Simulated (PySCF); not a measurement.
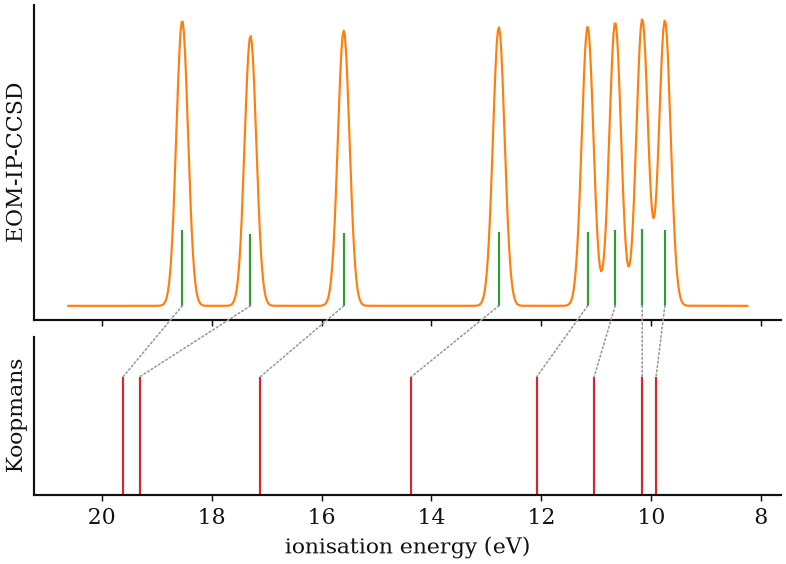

Valence photoelectron lines of C₂H₆AlN, SMILES C#[C][AlH2-][NH3+], singlet: vertical EOM-IP-CCSD/aug-cc-pVDZ (frozen core, PySCF 2.14.0, at a PBE0-D3(BJ)/def2-SVP geometry (no frequency check); 8 lines, one for each of the 8 highest orbitals, so a line of a deeper orbital can be missing among them) above, Hartree-Fock orbital energies with the sign turned below, non-relativistic; dotted lines join each line to its leading orbital. Stick heights are one-hole weights (summed over degenerate lines), not cross-sections; Gaussian width 0.25 eV.

What is the first vertical ionisation energy, and how far is Koopmans' value off?

Answer. 9.75 eV from the HOMO; Koopmans gives 9.91 eV, 0.16 eV too high.

List the lines.

Answer.
```csv
hole,EOM-IP-CCSD (eV),Koopmans (eV),one-hole weight
HOMO,9.75,9.91,0.95
HOMO-1,10.17,10.17,0.96
HOMO-2,10.66,11.04,0.95
HOMO-3,11.16,12.08,0.93
HOMO-4,12.78,14.36,0.93
HOMO-5,15.60,17.11,0.92
HOMO-6,17.29,19.30,0.90
HOMO-7,18.54,19.61,0.95
```

Caveats: small basis, so the lines can lie some tenths of an eV too low.
